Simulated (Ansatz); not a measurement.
**BFH₄O₂Si: shape, modes and thermochemistry**

What shape does BFH₄O₂Si take? The plan is to relax it, then compute its harmonic vibrations to see whether it is a minimum and to get the zero-point energy and entropy, and look at its orbitals and charge.

Method: RKS PBE0-D4/def2-TZVP; program: Ansatz 0.2.0, Gaussian basis.

The runs, in order: relaxation at PBE-D4/def2-SVP; relaxation at PBE0-D4/def2-TZVP; harmonic vibrations at the same level; a single point in def2-TZVPP for the fields.

## (1) Where the work starts

SMILES `BO[SiH](O)F`, 9 atoms, charge 0, spin multiplicity 1.

Atoms are counted from 1 here; the program's logs count them from 0.

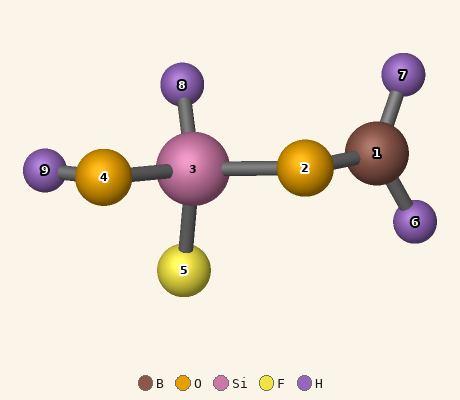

Start geometry, drawn with boron brown, oxygen amber, silicon pink, fluorine yellow, hydrogen purple; atoms are numbered from 1 in the order of the file.

Geometry (Å):

```
atom    x (Å)    y (Å)    z (Å)
  B1  -0.0498   1.0033   1.5033
  O2   0.7237  -0.0350   0.9528
 Si3   0.0164  -0.4154  -0.5943
  O4   0.9052  -1.7989  -1.2116
  F5   0.2767   0.8653  -1.6638
  H6   0.1970   2.1910   1.2907
  H7  -1.0005   0.8004   2.1820
  H8  -1.3518  -0.6824  -0.4546
  H9   0.3715  -1.9747  -2.0217
```

The start is a force-field geometry with small random shifts, so a cheaper pass at PBE-D4/def2-SVP comes first.

## (2) Optimising with PBE-D4/def2-SVP (cheap first pass)

in.yaml

```yaml
crystal:
  periodic: [false, false, false]
  atoms:
    - {symbol: B, position_ang: [-0.049800, 1.003300, 1.503300]}
    - {symbol: O, position_ang: [0.723700, -0.035000, 0.952800]}
    - {symbol: Si, position_ang: [0.016400, -0.415400, -0.594300]}
    - {symbol: O, position_ang: [0.905200, -1.798900, -1.211600]}
    - {symbol: F, position_ang: [0.276700, 0.865300, -1.663800]}
    - {symbol: H, position_ang: [0.197000, 2.191000, 1.290700]}
    - {symbol: H, position_ang: [-1.000500, 0.800400, 2.182000]}
    - {symbol: H, position_ang: [-1.351800, -0.682400, -0.454600]}
    - {symbol: H, position_ang: [0.371500, -1.974700, -2.021700]}
basis:
  gaussian: {orbitals: def2-SVP}
hamiltonian: {xc: pbe, dispersion: d4}
relax: {f_tol: 0.03, max_steps: 200}
```

Run with:

```
ansatz run in.yaml --threads 2 --pin off --events-out ev --progress --plain --max-ram 4352MiB
```

Log, shortened:

```text
Functional definition: PBE
  name "PBE"
  cite "Perdew, Burke & Ernzerhof, Phys. Rev. Lett. 77, 3865 (1996) doi:10.1103/PhysRevLett.77.3865"
  parent pbe
[...]
1016 factors; their error is unknown
[...]
mean field -15413.01531306 eV, -566.4178654379 hartree, gradient 4.7e-5 eV, S^2 0.000000; 0 other end points of the search recorded, 0 dependent functions left out
[...]
reference -15413.01534685 eV, -566.4178666797 hartree; 24, 24 occupied and 70, 70 virtual orbitals, 1016 factors
relax step   1: F+E_penalty+E_count = -15413.17503635 eV  Δ(F+E_penalty+E_count) = +0.000e0 eV  max|allowed force component| = 4.468e0 eV/Å  Δτ_max = 0.0000 Å  (27 SCF iters, accepted)
[...]
relax step   5: F+E_penalty+E_count = -15413.99767133 eV  Δ(F+E_penalty+E_count) = -5.648e-2 eV  max|allowed force component| = 3.241e-1 eV/Å  Δτ_max = 0.1774 Å  (26 SCF iters, accepted)
[...]
relax step   9: F+E_penalty+E_count = -15414.16617274 eV  Δ(F+E_penalty+E_count) = -2.181e-2 eV  max|allowed force component| = 8.701e-2 eV/Å  Δτ_max = 0.1099 Å  (29 SCF iters, accepted)
[...]
relax step  13: F+E_penalty+E_count = -15414.17419606 eV  Δ(F+E_penalty+E_count) = -1.923e-4 eV  max|allowed force component| = 8.479e-2 eV/Å  Δτ_max = 0.0117 Å  (29 SCF iters, accepted)
[...]
relax step  16: F+E_penalty+E_count = -15414.17548993 eV  Δ(F+E_penalty+E_count) = +7.797e-5 eV  max|allowed force component| = 4.147e-2 eV/Å  Δτ_max = 0.0338 Å  (28 SCF iters, rejected (line search))
[...]
relax step  17: F+E_penalty+E_count = -15414.17559074 eV  Δ(F+E_penalty+E_count) = -2.285e-5 eV  max|allowed force component| = 1.902e-2 eV/Å  Δτ_max = 0.0165 Å  (29 SCF iters, accepted)
1016 factors; their error is unknown
mean field -15414.01202133 eV, -566.4544937913 hartree, gradient 1.6e-5 eV, S^2 0.000000; 1 other end points of the search recorded, 0 dependent functions left out
[...]
reference -15414.01205664 eV, -566.4544950888 hartree; 24, 24 occupied and 70, 70 virtual orbitals, 1016 factors
Total energy: -15414.17562605 eV, -566.4605061537 hartree
Atom 0 at     0.049251     1.061642     1.571767 Å, force    -0.008035     0.019025    -0.016225 eV/Å
Atom 1 at     0.546953     0.646355     0.375288 Å, force    -0.001911    -0.005474     0.000177 eV/Å
Atom 2 at    -0.138164    -0.325805    -0.805872 Å, force     0.003936     0.002589     0.005526 eV/Å
Atom 3 at     0.916798    -1.585835    -0.982164 Å, force    -0.002722     0.001875     0.000919 eV/Å
Atom 4 at    -0.213309     0.550616    -2.175960 Å, force     0.000840    -0.000299     0.003427 eV/Å
Atom 5 at     0.753837     1.783422     2.253286 Å, force     0.002501    -0.007834     0.004719 eV/Å
Atom 6 at    -1.069822     0.718461     1.930193 Å, force     0.005161    -0.007446     0.003802 eV/Å
Atom 7 at    -1.529222    -0.717258    -0.443996 Å, force    -0.000448    -0.000521    -0.001139 eV/Å
Atom 8 at     0.772077    -2.177998    -1.739741 Å, force     0.000677    -0.001915    -0.001206 eV/Å
Dipole moment:    -0.194334    -0.415217    -0.208763 e Å
```

Wall time 24 s (2 threads of Arm Neoverse V2, shared host).

Along the way: (the energy doesn't fall at every step)

| step | energy from step 1 (eV) | largest force component (eV/Å) |
| --- | --- | --- |
| 1 | 0.0000 | 4.4684 |
| 2 | -0.4075 | 2.3383 |
| 3 | -0.6620 | 1.2209 |
| 4 | -0.7662 | 0.6611 |
| 5 | -0.8226 | 0.3241 |
| 6 | -0.8797 | 0.2328 |
| 7 | -0.9249 | 0.3557 |
| 8 | -0.9693 | 0.1692 |
| 9 | -0.9911 | 0.0870 |
| 10 | -0.9741 | 0.3975 |
| 11 | -0.9962 | 0.0418 |
| 12 | -0.9990 | 0.0852 |
| 13 | -0.9992 | 0.0848 |
| 14 | -1.0004 | 0.0424 |
| 15 | -1.0005 | 0.0105 |
| 16 | -1.0005 | 0.0415 |
| 17 | -1.0006 | 0.0190 |

The force was under the threshold of 0.03 eV/Å already at step 15, but the program went on to step 17.

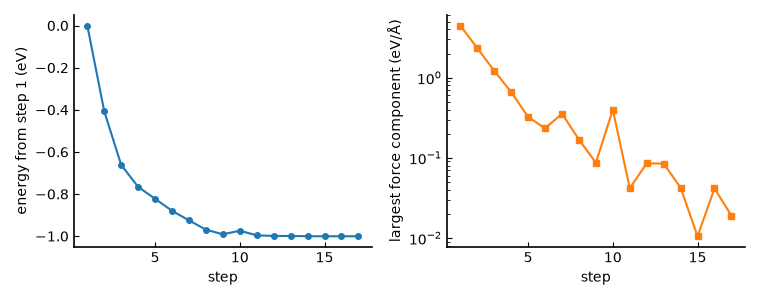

Energy and largest force along the relaxation.

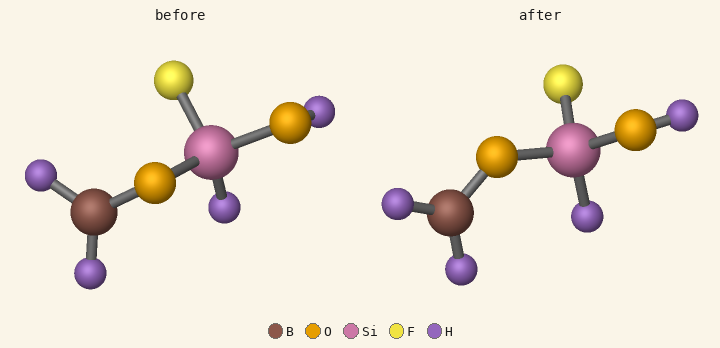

Before and after, at one scale.

Close pairs (by a distance rule), those that changed most:

```csv
bond,before (Å),after (Å),change (Å)
Si3–O4,1.756,1.653,-0.104
Si3–H8,1.401,1.490,+0.089
O2–Si3,1.743,1.676,-0.067
Si3–F5,1.689,1.628,-0.061
B1–O2,1.407,1.361,-0.046
B1–H7,1.186,1.224,+0.039
B1–H6,1.232,1.217,-0.014
O4–H9,0.986,0.972,-0.014
```

## (3) Relaxation at PBE0-D4/def2-TZVP

in.yaml

```yaml
crystal:
  periodic: [false, false, false]
  atoms:
    - {symbol: B, position_ang: [0.049251, 1.061642, 1.571767]}
    - {symbol: O, position_ang: [0.546953, 0.646355, 0.375288]}
    - {symbol: Si, position_ang: [-0.138164, -0.325805, -0.805872]}
    - {symbol: O, position_ang: [0.916798, -1.585835, -0.982164]}
    - {symbol: F, position_ang: [-0.213309, 0.550616, -2.175960]}
    - {symbol: H, position_ang: [0.753837, 1.783422, 2.253286]}
    - {symbol: H, position_ang: [-1.069822, 0.718461, 1.930193]}
    - {symbol: H, position_ang: [-1.529222, -0.717258, -0.443996]}
    - {symbol: H, position_ang: [0.772077, -2.177998, -1.739741]}
basis:
  gaussian: {orbitals: def2-TZVP}
hamiltonian: {xc: pbe0, dispersion: d4}
relax: {f_tol: 0.005, max_steps: 150}
```

The command is unchanged.

Log, shortened:

```text
Functional definition: PBE0
  name "PBE0"
  cite "Adamo & Barone, J. Chem. Phys. 110, 6158 (1999) doi:10.1063/1.478522"
  cite "Perdew, Burke & Ernzerhof, Phys. Rev. Lett. 77, 3865 (1996) doi:10.1103/PhysRevLett.77.3865"
  parent pbe
[...]
1071 factors; their error is unknown
[...]
mean field -15427.41700847 eV, -566.9471179824 hartree, gradient 4.8e-5 eV, S^2 0.000000; 0 other end points of the search recorded, 0 dependent functions left out
[...]
reference -15427.41704118 eV, -566.9471191845 hartree; 24, 24 occupied and 161, 161 virtual orbitals, 1071 factors
relax step   1: F+E_penalty+E_count = -15427.55440620 eV  Δ(F+E_penalty+E_count) = +0.000e0 eV  max|allowed force component| = 1.152e0 eV/Å  Δτ_max = 0.0000 Å  (28 SCF iters, accepted)
[...]
Total energy: -15427.65588278 eV, -566.9558964514 hartree
Atom 0 at     0.050450     1.049673     1.564306 Å, force    -0.002602    -0.000162     0.001866 eV/Å
Atom 1 at     0.492504     0.647540     0.353091 Å, force     0.001087     0.000663    -0.001177 eV/Å
Atom 2 at    -0.142306    -0.309918    -0.804795 Å, force    -0.001168    -0.003160     0.003297 eV/Å
Atom 3 at     0.867908    -1.567500    -0.950298 Å, force    -0.000238     0.001092    -0.000820 eV/Å
Atom 4 at    -0.183723     0.522012    -2.155104 Å, force     0.000428     0.001593    -0.002324 eV/Å
Atom 5 at     0.756156     1.771440     2.207469 Å, force    -0.000014    -0.000001    -0.000071 eV/Å
Atom 6 at    -1.022696     0.683190     1.964597 Å, force     0.001780     0.000399    -0.000397 eV/Å
Atom 7 at    -1.526385    -0.698333    -0.485243 Å, force     0.000889     0.000358    -0.000453 eV/Å
Atom 8 at     0.796491    -2.144504    -1.711222 Å, force    -0.000161    -0.000782     0.000079 eV/Å
Dipole moment:    -0.168045    -0.345126    -0.131128 e Å
```

Wall time 66 s (2 threads of Arm Neoverse V2, shared host).

Along the way:

| step | energy from step 1 (eV) | largest force component (eV/Å) |
| --- | --- | --- |
| 1 | 0.0000 | 1.1522 |
| 2 | -0.0717 | 0.6906 |
| 3 | -0.0936 | 0.3139 |
| 4 | -0.0974 | 0.1208 |
| 5 | -0.0996 | 0.0617 |
| 6 | -0.1000 | 0.0503 |
| 7 | -0.1009 | 0.0365 |
| 8 | -0.1012 | 0.0259 |
| 9 | -0.1013 | 0.0118 |
| 10 | -0.1013 | 0.0080 |
| 11 | -0.1013 | 0.0066 |
| 12 | -0.1013 | 0.0212 |
| 13 | -0.1014 | 0.0156 |
| 14 | -0.1013 | 0.0353 |
| 15 | -0.1014 | 0.0075 |
| 16 | -0.1014 | 0.0115 |
| 17 | -0.1014 | 0.0064 |
| 18 | -0.1014 | 0.0033 |

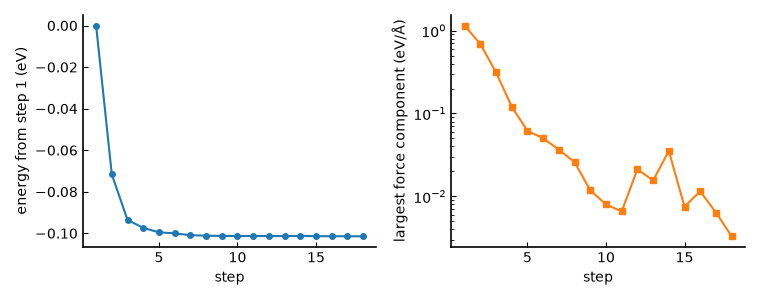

Energy and force, step by step.

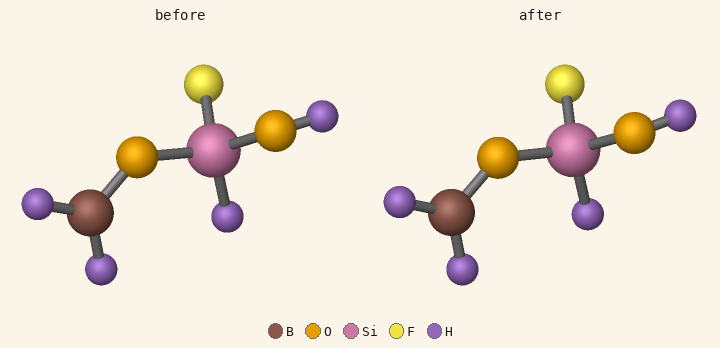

The geometry before (left) and after (right).

Distances of close pairs at the start and the end, largest changes first:

```csv
bond,before (Å),after (Å),change (Å)
O2–Si3,1.676,1.631,-0.045
Si3–F5,1.628,1.587,-0.042
Si3–O4,1.653,1.620,-0.033
B1–H7,1.224,1.203,-0.022
B1–H6,1.217,1.197,-0.020
Si3–H8,1.490,1.473,-0.017
O4–H9,0.972,0.958,-0.015
B1–O2,1.361,1.351,-0.010
```

Mulliken charges at the end point, from the run's report:

```
atom  value (e)
  B1       0.07
  O2      -0.26
 Si3       0.69
  O4      -0.50
  F5      -0.29
  H6       0.00
  H7       0.00
  H8      -0.05
  H9       0.33
```

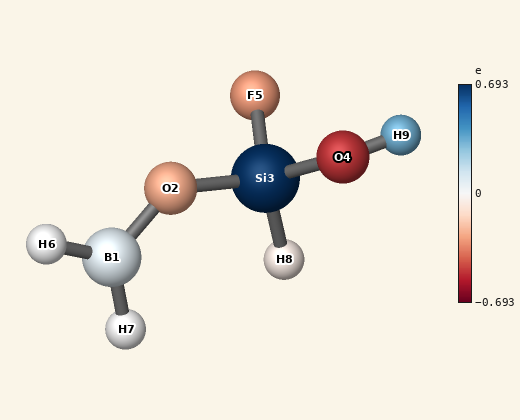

Mulliken charges at the end point, from the run's report, as colours on the atoms.

## (4) Vibrations by finite differences

in.yaml

```yaml
crystal:
  periodic: [false, false, false]
  atoms:
    - {symbol: B, position_ang: [0.050450, 1.049673, 1.564306]}
    - {symbol: O, position_ang: [0.492504, 0.647540, 0.353091]}
    - {symbol: Si, position_ang: [-0.142306, -0.309918, -0.804795]}
    - {symbol: O, position_ang: [0.867908, -1.567500, -0.950298]}
    - {symbol: F, position_ang: [-0.183723, 0.522012, -2.155104]}
    - {symbol: H, position_ang: [0.756156, 1.771440, 2.207469]}
    - {symbol: H, position_ang: [-1.022696, 0.683190, 1.964597]}
    - {symbol: H, position_ang: [-1.526385, -0.698333, -0.485243]}
    - {symbol: H, position_ang: [0.796491, -2.144504, -1.711222]}
basis:
  gaussian: {orbitals: def2-TZVP}
hamiltonian: {xc: pbe0, dispersion: d4}
phonons: {temperatures: {t_min: 298.15, t_max: 900, t_step: 200}}
```

Same command.

Log, shortened:

```text
Functional definition: PBE0
  name "PBE0"
  cite "Adamo & Barone, J. Chem. Phys. 110, 6158 (1999) doi:10.1063/1.478522"
  cite "Perdew, Burke & Ernzerhof, Phys. Rev. Lett. 77, 3865 (1996) doi:10.1103/PhysRevLett.77.3865"
  parent pbe
[...]
1071 factors; their error is unknown
[...]
mean field -15427.51794712 eV, -566.9508274094 hartree, gradient 1.5e-5 eV, S^2 0.000000; 0 other end points of the search recorded, 0 dependent functions left out
[...]
reference -15427.51797976 eV, -566.9508286090 hartree; 24, 24 occupied and 161, 161 virtual orbitals, 1071 factors
[...]
1071 factors; their error is unknown
mean field -15427.51781744 eV, -566.9508226438 hartree, gradient 9.3e-7 eV, S^2 0.000000; 0 other end points of the search recorded, 0 dependent functions left out
[...]
reference -15427.51785007 eV, -566.9508238431 hartree; 24, 24 occupied and 161, 161 virtual orbitals, 1071 factors
[...]
Atom 1 at     0.492504     0.647540     0.353091 Å, force     0.001083     0.000663    -0.001217 eV/Å
Atom 2 at    -0.142306    -0.309918    -0.804795 Å, force    -0.001173    -0.003120     0.003363 eV/Å
Atom 3 at     0.867908    -1.567500    -0.950298 Å, force    -0.000217     0.001037    -0.000843 eV/Å
Atom 4 at    -0.183723     0.522012    -2.155104 Å, force     0.000427     0.001595    -0.002324 eV/Å
Atom 5 at     0.756156     1.771440     2.207469 Å, force    -0.000017    -0.000003    -0.000074 eV/Å
Atom 6 at    -1.022696     0.683190     1.964597 Å, force     0.001780     0.000404    -0.000406 eV/Å
Atom 7 at    -1.526385    -0.698333    -0.485243 Å, force     0.000893     0.000354    -0.000460 eV/Å
Atom 8 at     0.796491    -2.144504    -1.711222 Å, force    -0.000165    -0.000763     0.000083 eV/Å
Dipole moment:    -0.168044    -0.345126    -0.131129 e Å
Vibrations: 40.16 133.43 164.75 222.18 298.44 340.63 409.14 751.18 773.53 840.86 848.58 948.31 990.35 1026.17 1062.13 1235.21 1390.22 2293.13 2548.90 2649.43 3938.05 cm⁻¹, zero-point energy 1.419915 eV
```

Wall time 2.1 min (2 threads of Arm Neoverse V2, shared host).

Motions are named by where the mode's potential energy lies. The modes, unscaled (a negative number is an imaginary wavenumber):

| mode | cm⁻¹ | motion |
| --- | --- | --- |
| 1 | 40 | torsion |
| 2 | 133 | torsion |
| 3 | 165 | bend |
| 4 | 222 | torsion with bend |
| 5 | 298 | bend |
| 6 | 341 | bend with torsion |
| 7 | 409 | bend with torsion |
| 8 | 751 | bend with Si–O stretch |
| 9 | 774 | bend with Si–O stretch |
| 10 | 841 | mixed, led by bend |
| 11 | 849 | bend with torsion |
| 12 | 948 | Si–F stretch with bend |
| 13 | 990 | Si–O stretch |
| 14 | 1026 | bend |
| 15 | 1062 | out-of-plane bend with torsion |
| 16 | 1235 | bend |
| 17 | 1390 | B–O stretch |
| 18 | 2293 | Si–H stretch |
| 19 | 2549 | B–H stretch |
| 20 | 2649 | B–H stretch |
| 21 | 3938 | O–H stretch |

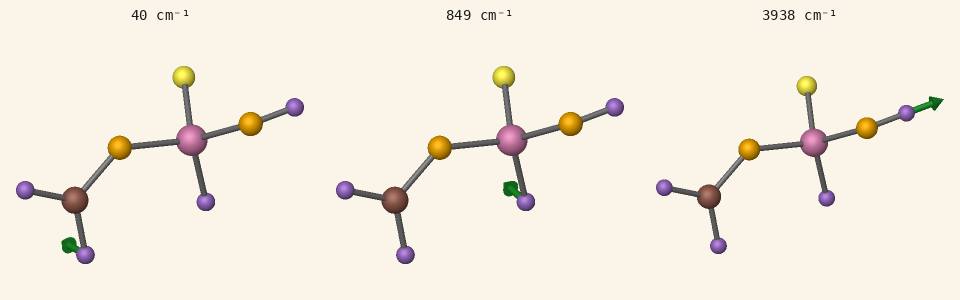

Displacements of 3 modes, as arrows.

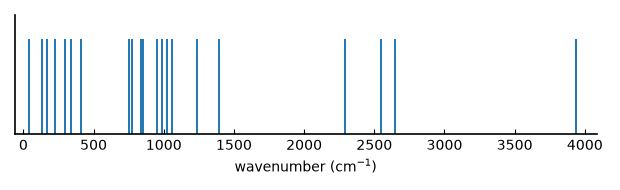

The harmonic wavenumbers as sticks (no intensities were computed).

Ideal gas, rigid rotor and harmonic oscillator at 298.15 K and 1 bar, with symmetry number 1:

```
                term            value
   zero-point energy     137.0 kJ/mol
          H(298) − E     158.1 kJ/mol
entropy, translation  165.5 J/(mol K)
   entropy, rotation  109.9 J/(mol K)
  entropy, vibration   72.8 J/(mol K)
      entropy, total  348.2 J/(mol K)
```

## (5) Fields at the relaxed geometry

in.yaml, as its differences from that of step 4:

```diff
@@ -13,4 +13,4 @@
 basis:
-  gaussian: {orbitals: def2-TZVP}
+  gaussian: {orbitals: def2-TZVPP}
 hamiltonian: {xc: pbe0, dispersion: d4}
-phonons: {temperatures: {t_min: 298.15, t_max: 900, t_step: 200}}
+output: {orbitals: {seedname: orbitals}}
```

Same command.

Log:

```text
Functional definition: PBE0
  name "PBE0"
  cite "Adamo & Barone, J. Chem. Phys. 110, 6158 (1999) doi:10.1063/1.478522"
  cite "Perdew, Burke & Ernzerhof, Phys. Rev. Lett. 77, 3865 (1996) doi:10.1103/PhysRevLett.77.3865"
  parent pbe
  parameter a = 0.25
  parameter kappa = 0.804
  parameter beta = 0.06672455060314922
  exchange = (1 - a)*pbe_x(kappa = kappa, mu = beta*pi^2/3) + a*exact_x
  correlation = pbe_c(beta = beta)
1154 factors; their error is unknown
mean field evaluation 1: about -15419.4502 eV, gradient 7.3e1 eV
mean field evaluation 2: about -15406.5982 eV, gradient 1.1e2 eV
mean field evaluation 4: about -15427.5042 eV, gradient 5.6e0 eV
mean field evaluation 8: about -15427.5471 eV, gradient 9.1e-2 eV
mean field -15427.58104905 eV, -566.9531463627 hartree, gradient 8.4e-5 eV, S^2 0.000000; 0 other end points of the search recorded, 0 dependent functions left out
reference -15427.58108164 eV, -566.9531475601 hartree; 24, 24 occupied and 198, 198 virtual orbitals, 1154 factors
Total energy: -15427.71898399 eV, -566.9582153782 hartree
```

Wall time 3 s (2 threads of Arm Neoverse V2, shared host).

The fields below are evaluated on a grid from the run's orbitals.

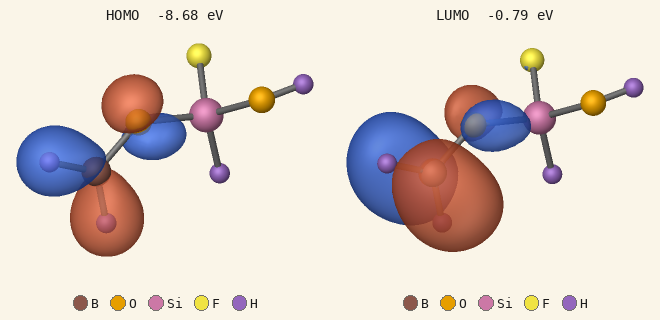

Frontier orbitals at PBE0-D4/def2-TZVPP; each surface holds 70 % of the orbital's density, blue and red mark the sign.

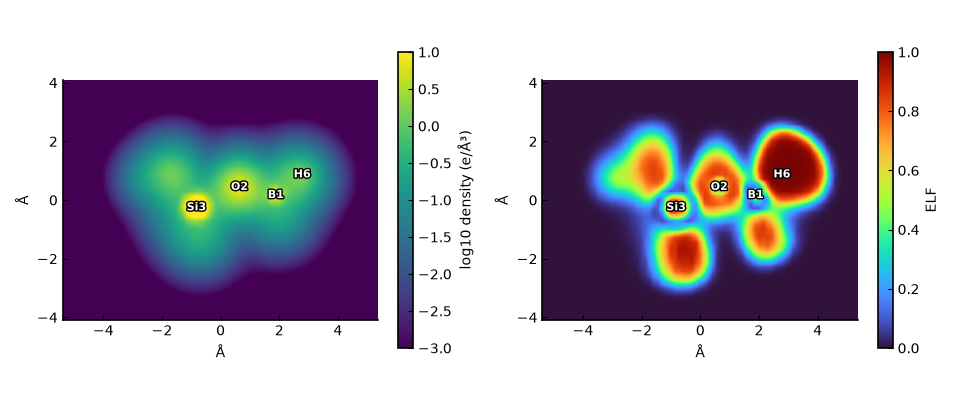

Density (left) and ELF (right) in a plane through or near 4 of the atoms.

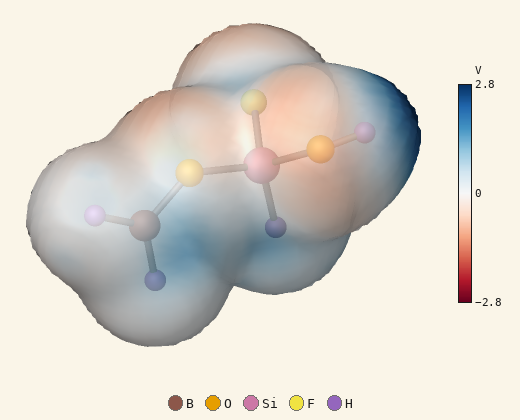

Electrostatic potential on the surface of density 0.002 e/bohr³; red is low, blue high. It runs from -0.94 V near O4 to 2.80 V near H9.

## (6) Results

```
                  quantity            value
               point group               C1
                     steps          17 + 18
shift from the start (rms)          0.611 Å
              total energy   -15427.6559 eV
           dispersion term         -138 meV
             dipole moment           1.95 D
lowest, highest wavenumber    40, 3938 cm⁻¹
         zero-point energy     137.0 kJ/mol
       entropy at 298.15 K  348.2 J/(mol K)
                HOMO, LUMO  -8.68, -0.79 eV
```

In words: The atoms moved 0.61 Å (rms) from the start; the bond that changed most is Si3–O4, from 1.756 to 1.620 Å. All wavenumbers are real, so the end point is a minimum. The stiffest mode, 3938 cm⁻¹, is an O–H stretch, and 3 modes under 200 cm⁻¹ make the vibrational entropy uncertain. Harmonic hybrid wavenumbers usually lie a few per cent above measured fundamentals. The largest Mulliken charge, +0.69 e, sits on Si3. The HOMO lies mostly on O2 30 %; H6, H7 about 27 % each and the LUMO on B1 48 %; H6, H7 about 18 % each.
